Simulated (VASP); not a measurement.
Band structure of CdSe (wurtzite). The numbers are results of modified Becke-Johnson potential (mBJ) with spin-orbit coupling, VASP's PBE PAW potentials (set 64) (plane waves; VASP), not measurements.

mBJ is a potential without an energy functional, so only the levels count.

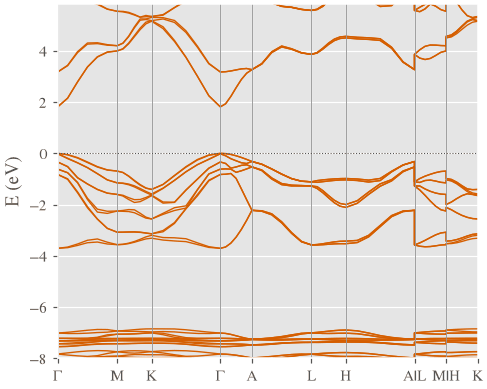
*Bands along high-symmetry lines, zero at the valence-band maximum or, without a gap, the Fermi level*

**Question.** Read the plot: is there a gap, and where are the band edges?

**Answer.** The gap is direct, 1.81 eV, from the valence maximum at Γ to the conduction minimum at Γ.

Measured: gap 1.73 eV (computed value off by +0.08 eV), as given by Abedi et al., (2022), arXiv:2211.14644.

The compound is CdSe in the wurtzite structure. It was relaxed first, which changed the volume by +6 %. The cell's shape comes from a PBE relaxation.
